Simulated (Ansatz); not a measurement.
# Ga$_{15}$SiO$_{24}$: geometry relaxation (part 4 of 4)

Ga$_{15}$SiO$_{24}$ (defect cell, 40 atoms in the cell); DFT LDA, scalar-relativistic, plane waves, PAW, spin-polarised (Ansatz 0.2.0); cutoff 420 eV, 2×2×2 k-mesh, Gaussian smearing of 0.01 eV, collinear spins. The structure derives from a Materials Project entry. It belongs to a series of runs on one base structure; here: Si on a Ga site (i), charge +0, atoms relaxed at the host's cell.

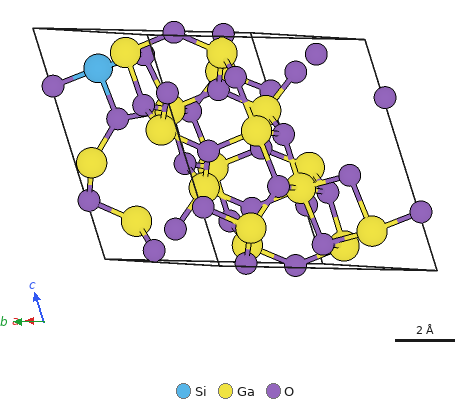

Fig. 1: The geometry at step 4 of the log (ball-and-stick view of the cell of the calculation, seen at an oblique angle).

File populations.tsv, continued
```
25	O	1_2P	-	2.469814	2.469814
26	O	0_2S	-	0.829097	0.829097
26	O	1_2P	-	2.478849	2.478849
27	O	0_2S	-	0.828460	0.828460
27	O	1_2P	-	2.479635	2.479635
28	O	0_2S	-	0.827554	0.827554
28	O	1_2P	-	2.480415	2.480415
29	O	0_2S	-	0.830278	0.830278
29	O	1_2P	-	2.468729	2.468729
30	O	0_2S	-	0.828598	0.828598
30	O	1_2P	-	2.470010	2.470010
31	O	0_2S	-	0.829803	0.829803
31	O	1_2P	-	2.470603	2.470603
32	O	0_2S	-	0.821007	0.821007
32	O	1_2P	-	2.490321	2.490321
33	O	0_2S	-	0.824823	0.824823
33	O	1_2P	-	2.488751	2.488751
34	O	0_2S	-	0.824933	0.824933
34	O	1_2P	-	2.488552	2.488552
35	O	0_2S	-	0.821839	0.821839
35	O	1_2P	-	2.492771	2.492771
36	O	0_2S	-	0.823732	0.823732
36	O	1_2P	-	2.488232	2.488232
37	O	0_2S	-	0.823134	0.823134
37	O	1_2P	-	2.488784	2.488784
38	O	0_2S	-	0.818379	0.818379
38	O	1_2P	-	2.505338	2.505338
39	O	0_2S	-	0.819023	0.819023
39	O	1_2P	-	2.504659	2.504659
```

Trajectory as extended XYZ (Å, eV, eV/Å), 3 of the 7 frames kept, from step=1 to step=7
```
40
Lattice="4.7005 -1.5079 5.5870 6.0675 4.5237 0.0008 -1.3670 6.0316 5.5862" Properties=species:S:1:pos:R:3:forces:R:3 step=1 energy=-69556.06646
Si    7.9390    7.5378    9.3589    0.3524  -0.0249   1.1446
Ga    3.2021    6.0316    3.8310    0.0107  -0.6062   0.5509
Ga    3.2021    0.0000    3.8310    0.1084   0.9764   0.0337
Ga    3.2021    3.0158    3.8310    0.0337  -0.0332  -0.0421
Ga    6.1990    3.0158    7.3431    0.1383  -0.1045  -0.0345
Ga    1.4984    1.5079    1.7561    0.0198   0.0751   0.0437
Ga    6.1990    6.0316    7.3431   -0.5526  -0.4871  -0.4445
Ga    6.1990    9.0473    7.3431   -0.5089   0.3213  -0.2787
Ga    4.6868    4.5237    1.1455    0.2202  -0.0910   0.8834
Ga    3.3198    7.5394    6.7317    0.5197   0.0366   2.4208
Ga    3.3198    1.5079    6.7317    0.1462  -0.1296  -0.1158
Ga    3.3198    4.5237    6.7317    0.3832   0.1535  -0.3815
Ga    6.0813    1.5079    4.4423   -0.3503  -0.0118   0.1996
Ga    4.7143    4.5237   10.0285    0.2776   0.6886   0.1131
Ga    6.0813    4.5237    4.4423   -0.0270  -0.0290  -0.0235
Ga    6.0813    7.5394    4.4423    0.0330  -0.0109  -0.0989
O     3.6838    3.0610    9.7416   -1.8955  -0.9620  -0.4582
O     5.0936    6.0316    4.1581   -0.0668   0.1653   0.0195
O     3.7266    6.0316    9.7443    0.0480  -0.0149  -0.0108
O     5.0936    3.0158    4.1581    0.0695  -0.0019   0.0159
O     4.3075    3.0158    7.0159   -0.1327  -0.0453   0.1509
O     5.6745    6.0316    1.4297    0.0041   0.1575   0.1126
O     4.3075    6.0316    7.0159   -0.0129  -0.1968   0.0120
O     5.6745    3.0158    1.4297    0.1938   0.1864   0.0510
O     3.3687    4.5237    2.4462   -0.0430   0.1135   0.0489
O     3.3687    1.5079    2.4462   -0.0726  -0.1003   0.1153
O     8.0883    6.0392    8.1622    0.1336   1.6982  -0.1307
O     2.0355    4.5091    8.0872   -0.5543  -1.5208   0.7126
O     5.9696    7.4921    8.6522    1.9400   0.5218   1.2361
O     6.0324    4.5237    8.7279    0.1055   0.1009   0.1050
O     7.3994    4.5237    3.1417    0.1591  -0.2402  -0.1173
O     1.3318    3.0158    3.1409   -0.2048   0.1113   0.0106
O     6.5618    7.5394    6.1981    0.1942   0.1048   0.0540
O     6.5618    4.5237    6.1981    0.1347   0.1627   0.2519
O     0.4942    6.0316    6.1973    0.1188  -0.1865   0.0537
O     6.5618    1.5079    6.1981    0.0672   0.0336  -0.1155
O     2.8393    4.5237    4.9759   -0.0605   0.1232   0.0491
O     2.8393    1.5079    4.9759   -0.0805   0.0772   0.1690
O     2.9203    7.5911    5.0646   -0.6317   1.2939  -4.3787
O     8.9340    3.0965    5.0087   -0.2179  -2.3049  -1.9273
40
Lattice="4.7005 -1.5079 5.5870 6.0675 4.5237 0.0008 -1.3670 6.0316 5.5862" Properties=species:S:1:pos:R:3:forces:R:3 step=4 energy=-69557.77513
Si    7.9091    7.5430    9.3732    0.0766   0.0042   0.0487
Ga    3.1877    6.0446    3.8485    0.0943  -0.1132  -0.0649
Ga    3.2066   -0.0024    3.8479   -0.0027   0.1284  -0.0415
Ga    3.1882    3.0163    3.8544    0.0647  -0.0149  -0.1064
Ga    6.2162    3.0178    7.3439    0.0317  -0.0661  -0.0003
Ga    1.4896    1.5040    1.7569   -0.0105   0.0526   0.0803
Ga    6.1867    6.0378    7.3382   -0.0287  -0.0378  -0.0566
Ga    6.2066    9.0524    7.3493   -0.1097   0.0664   0.0207
Ga    4.6772    4.4961    1.1260   -0.0029   0.0318   0.1818
Ga    3.3025    7.5685    6.7108   -0.0171   0.0444   0.1670
Ga    3.3204    1.5219    6.7481    0.1082  -0.0030  -0.0325
Ga    3.3205    4.5193    6.7469    0.0918  -0.0747  -0.0126
Ga    6.1065    1.5125    4.4569   -0.1279   0.0170   0.0762
Ga    4.6845    4.5077   10.0239   -0.0523   0.1059  -0.0390
Ga    6.0804    4.5265    4.4534   -0.0427  -0.0012  -0.0814
Ga    6.0384    7.5593    4.4341    0.0129  -0.1118  -0.0735
O     3.5973    3.0240    9.6954   -0.0030  -0.0044  -0.0296
O     5.0763    6.0305    4.1527   -0.0304   0.0800   0.0271
O     3.7280    6.0420    9.7438    0.0163  -0.0818  -0.0306
O     5.0942    3.0099    4.1727    0.0275  -0.0137   0.0086
O     4.3379    3.0218    6.9976   -0.0374   0.0386   0.0620
O     5.6540    6.0189    1.4120   -0.0214  -0.0143  -0.0297
O     4.2853    6.0513    7.0160    0.0015   0.0164  -0.0064
O     5.6840    3.0134    1.4866    0.0260  -0.0376  -0.0824
O     3.3706    4.5401    2.4511   -0.0283   0.0186  -0.0119
O     3.3604    1.4929    2.4453   -0.0044  -0.0284  -0.0203
O     8.0877    6.1867    8.1035   -0.0333   0.0128   0.0086
O     2.0231    4.3784    8.1038   -0.0002   0.0003  -0.0132
O     6.1610    7.5414    8.8193   -0.0031  -0.0157  -0.0219
O     6.0336    4.5513    8.7372    0.0065   0.0426   0.0218
O     7.4196    4.5001    3.1515    0.0490  -0.0543  -0.0004
O     1.3111    3.0268    3.1493   -0.0272   0.0268   0.0474
O     6.5087    7.5542    6.1998    0.0190   0.0175   0.0438
O     6.6043    4.5405    6.2091    0.0320   0.0213   0.0087
O     0.5017    6.0183    6.1913    0.0457  -0.0466  -0.0364
O     6.5830    1.5007    6.2128    0.0352   0.0027  -0.0465
O     2.8278    4.5439    4.9908   -0.0468   0.0161   0.0424
O     2.8287    1.4925    4.9905   -0.0428   0.0090   0.0433
O     2.9236    7.7048    4.9010   -0.0422  -0.0409  -0.0226
O     8.9902    2.8586    4.9019   -0.0237   0.0073  -0.0279
40
Lattice="4.7005 -1.5079 5.5870 6.0675 4.5237 0.0008 -1.3670 6.0316 5.5862" Properties=species:S:1:pos:R:3:forces:R:3 step=7 energy=-69557.78290
Si    7.9100    7.5427    9.3794    0.0025  -0.0007  -0.0226
Ga    3.1894    6.0394    3.8474    0.0004  -0.0078  -0.0029
Ga    3.2031    0.0034    3.8489   -0.0007   0.0084  -0.0047
Ga    3.1904    3.0159    3.8504   -0.0007   0.0002   0.0005
Ga    6.2203    3.0160    7.3422    0.0009  -0.0003  -0.0009
Ga    1.4897    1.5055    1.7602    0.0013   0.0002  -0.0014
Ga    6.1880    6.0371    7.3336    0.0000  -0.0053  -0.0042
Ga    6.2021    9.0547    7.3498    0.0045   0.0045  -0.0030
Ga    4.6766    4.4991    1.1338    0.0003  -0.0011   0.0021
Ga    3.2997    7.5682    6.7179    0.0002  -0.0002   0.0011
Ga    3.3273    1.5249    6.7504   -0.0005  -0.0039  -0.0014
Ga    3.3250    4.5154    6.7492   -0.0002   0.0052  -0.0031
Ga    6.0996    1.5095    4.4597   -0.0009   0.0008   0.0001
Ga    4.6817    4.5116   10.0199    0.0032   0.0019   0.0024
Ga    6.0775    4.5265    4.4478    0.0004   0.0005   0.0022
Ga    6.0399    7.5559    4.4339    0.0028  -0.0033   0.0014
O     3.5983    3.0224    9.6943   -0.0027   0.0007  -0.0018
O     5.0741    6.0325    4.1538   -0.0016   0.0025  -0.0012
O     3.7244    6.0400    9.7351   -0.0015  -0.0024  -0.0004
O     5.0940    3.0086    4.1694    0.0011   0.0006  -0.0003
O     4.3416    3.0231    7.0117   -0.0042  -0.0021   0.0018
O     5.6569    6.0194    1.4085   -0.0011   0.0013  -0.0001
O     4.2859    6.0517    7.0126    0.0024  -0.0002   0.0013
O     5.6850    3.0131    1.4712    0.0025   0.0004   0.0022
O     3.3693    4.5403    2.4532   -0.0012  -0.0001   0.0008
O     3.3581    1.4929    2.4482   -0.0021   0.0000   0.0012
O     8.0872    6.1860    8.1031    0.0003   0.0044   0.0008
O     2.0228    4.3790    8.1040   -0.0005  -0.0026   0.0004
O     6.1573    7.5409    8.8197    0.0009   0.0001   0.0092
O     6.0353    4.5545    8.7368   -0.0004   0.0032   0.0011
O     7.4201    4.4974    3.1498    0.0011  -0.0038   0.0011
O     1.3116    3.0274    3.1510   -0.0021   0.0009  -0.0001
O     6.5103    7.5561    6.2007    0.0010  -0.0006   0.0056
O     6.6072    4.5395    6.2043   -0.0005   0.0013   0.0001
O     0.5060    6.0182    6.1873   -0.0007  -0.0007   0.0008
O     6.5885    1.4997    6.2111   -0.0024   0.0003   0.0011
O     2.8259    4.5409    4.9942    0.0005   0.0000  -0.0008
O     2.8248    1.4967    4.9954    0.0009  -0.0001   0.0000
O     2.9198    7.7001    4.9029   -0.0020   0.0014   0.0061
O     8.9889    2.8617    4.9046   -0.0014  -0.0035   0.0055
```

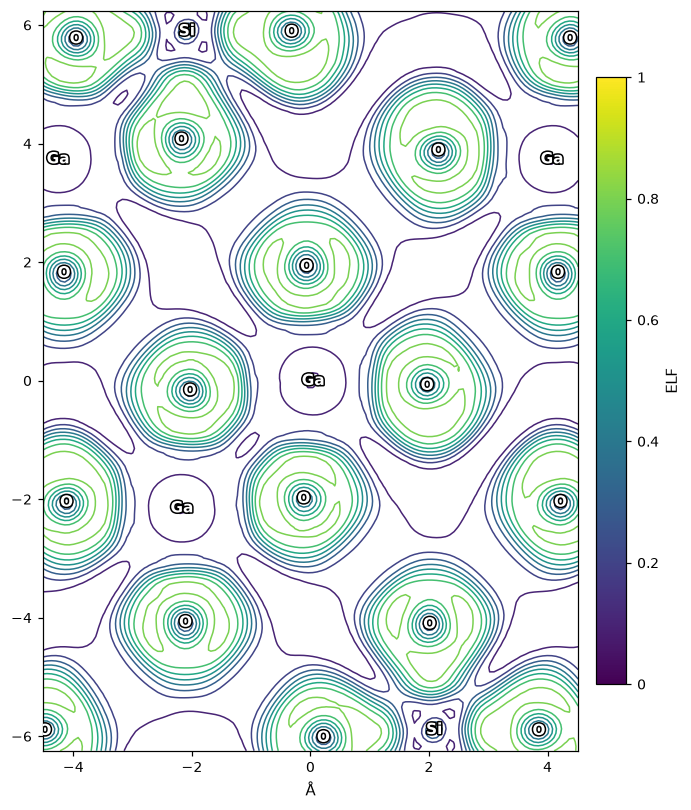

Fig. 2: ELF on the (11̄0) plane of the calculation cell. Atoms in the plane: Si, Ga and O. Si–O (1.78 Å): the ELF peaks at about 0.85 between the atoms, which marks a polar covalent bond. Ga–O (1.93 Å): the ELF is about 0.35 at the midpoint. Ga–O (1.95 Å): the ELF is about 0.35 at the midpoint. Ga–O (1.99 Å): the ELF is about 0.30 at the midpoint. Core electrons are frozen (PAW), so the fields are smoothed inside the atomic spheres.

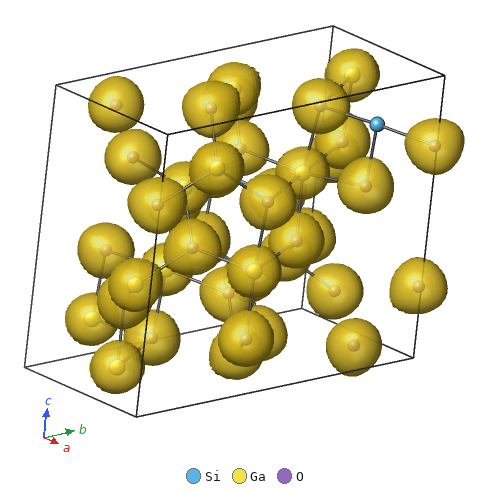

Fig. 3: Isosurface of the valence electron density at 1 e/Å³ (yellow), seen slightly off an axis. Sticks mark near contacts. The outline is the calculation cell. At this value the density breaks into separate islands; it holds about 70 % of the electrons treated as valence (semicore included). It is pinched off along the Si–O (1.77 Å), Ga–O (1.82 Å), Si–O (1.84 Å) and Ga–O (1.86 Å) contacts. On the grid the lowest density along these lines, outside the cores, is 0.69 e/Å³ (Si–O, 1.77 Å), 0.86 e/Å³ (Ga–O, 1.82 Å), 0.59 e/Å³ (Si–O, 1.84 Å) and 0.79 e/Å³ (Ga–O, 1.86 Å).

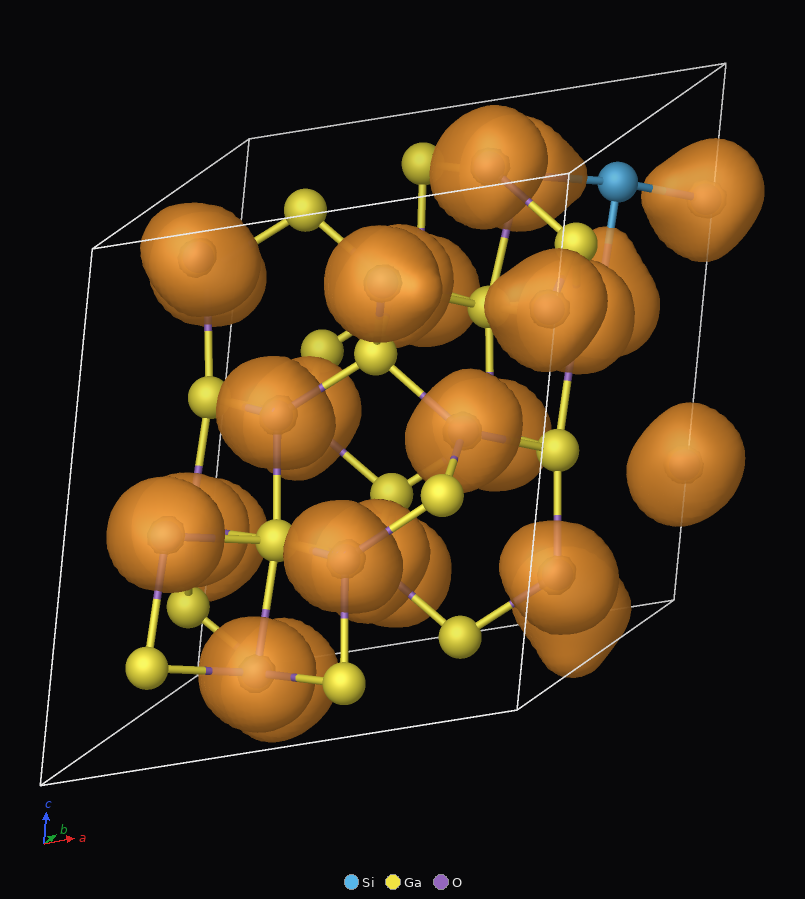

Fig. 4: Isosurface of the ELF at 0.6 (orange), seen slightly off an axis. Only the valence region is drawn (cores and ρ < 0.01 e/Å³ removed). Sticks mark near contacts. The outline is the calculation cell. Profiles from the grid: Si–O (1.77 Å): the ELF peaks at about 0.85 between the atoms, which marks a polar covalent bond. Ga–O (1.82 Å): the ELF is about 0.40 at the midpoint.
